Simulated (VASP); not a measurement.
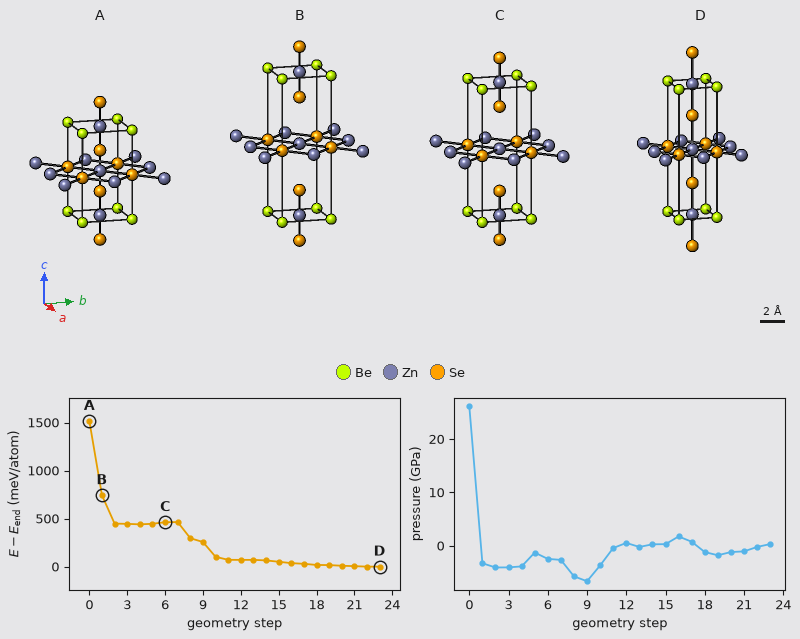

Frames of a relaxation of crystalline BeZn2Se3 (a generated structure, set up in P4/mmm), marked on the history of the run. The picture is a ball-and-stick view of the cell of the calculation, seen slightly off an axis.

The run lets cell and atoms move.

The calculation used Kohn-Sham DFT of a periodic cell, PBE, VASP PAW PBE potentials, recommended in VASP 6.6.1.

Input file:
```
PREC = Normal
ENCUT = 520
EDIFF = 1E-4
ISMEAR = 0
SIGMA = 0.15
LREAL = False
LASPH = True
NELM = 60
ALGO = Fast
ISIF = 3
LWAVE = False
LCHARG = False
GGA = PE
IBRION = 2
NSW = 24
EDIFFG = -0.08
```

Command:
```bash
cat potpaw_PBE.64/Be/POTCAR potpaw_PBE.64/Zn/POTCAR potpaw_PBE.64/Se/POTCAR > POTCAR
mpirun -np 1 vasp_std > vasp.out
```

Describe the path.

The relaxation stopped without meeting its thresholds, so the last structure isn't shown to be converged. The largest moves relative to the cell, 0.33 Å, are those of Se atoms. Be and Zn stay in place. The drawn cell changes as follows: a = b 4.365 → 3.333 Å (−23.7 %), c 7.704 → 11.276 Å (+46.4 %); the volume changes by −14.7 %. Near-neighbour distances that change, for instance: Se–Zn 1.772 → 2.920 Å, Se–Se 4.365 → 3.333 Å, Se–Zn 3.087 → 2.356 Å, Se–Zn 2.080 → 2.719 Å. The space group stays P4/mmm (No. 123). After 23 geometry steps the energy has fallen by 1516 meV per atom. Largest force component: 15 eV/Å at the start, 0.12 eV/Å at the end. Pressure: 26.12 GPa at the start and 0.32 GPa at the end. The volume changes by over a tenth within one run on a fixed set of plane waves, so the end point should be relaxed again from the new cell. From step 0 to 1: Se atoms move most (1.16 Å), volume +55.9 %, energy −773 meV per atom. From step 1 to 6: Se atoms move most (0.08 Å), volume −6.6 %, energy −280 meV per atom. From step 6 to 23: Se atoms move most (0.66 Å), volume −41.4 %, energy −463 meV per atom.
